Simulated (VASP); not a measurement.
Band structure of Ti (hcp). Method: PBE GGA with D3 dispersion (Becke-Johnson damping), VASP's PBE PAW potentials (set 64) (plane waves; VASP).

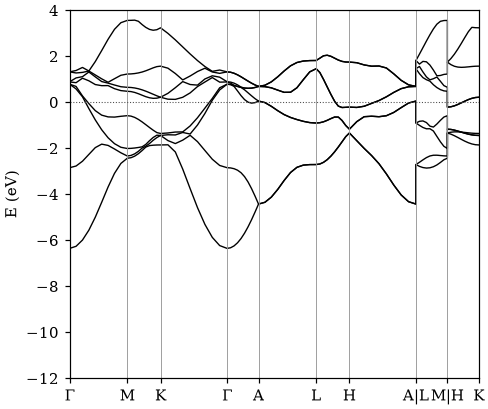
Figure. Bands along high-symmetry lines, zero at the valence-band maximum or, without a gap, the Fermi level

Problem. Read the plot: is there a gap, and where are the band edges?

Solution. It has no gap at this level: it comes out as a metal or semimetal. (Edges off the drawn lines would not show.)

The compound is Ti in the hcp structure. It was relaxed first, which changed the volume by -7 %.
